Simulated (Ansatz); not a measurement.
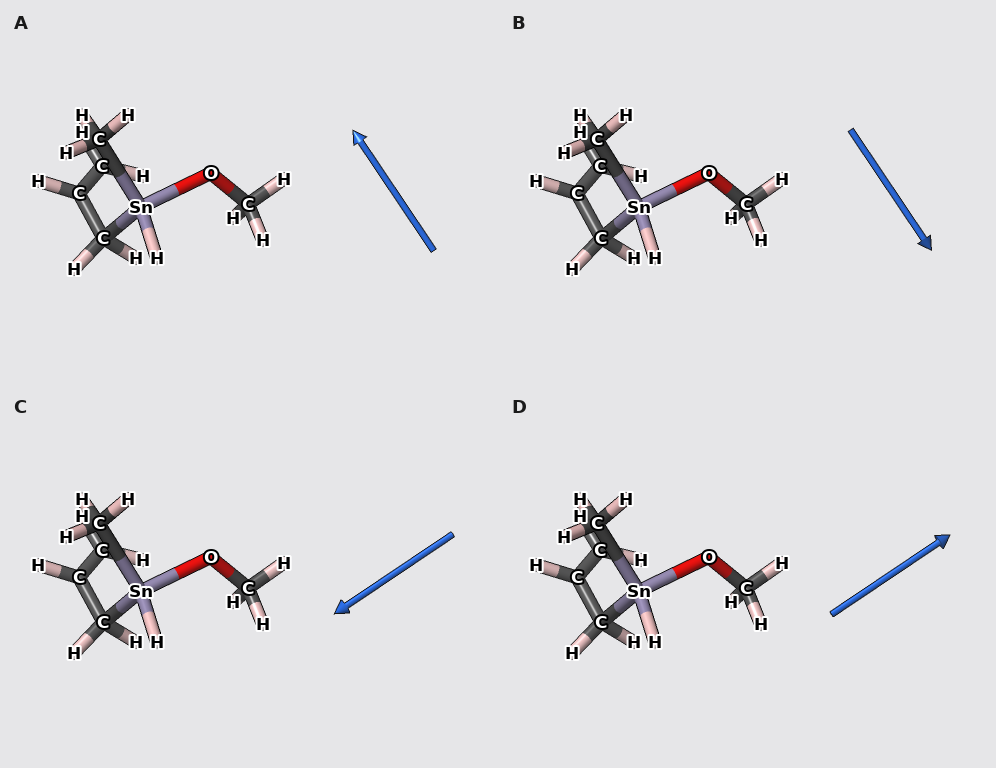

The same molecule four times, each with an arrow. The geometry was computed by an optimisation with PBE-D4/def2-SVP. No frequency run is at hand to confirm it as a minimum. Method: RKS PBE-D4/def2-SVP, core potentials on Sn (Ansatz 0.2.0).

**Which arrow points along the dipole moment, from the negative to the positive end?**

C. The dipole moment is 1.79 D.
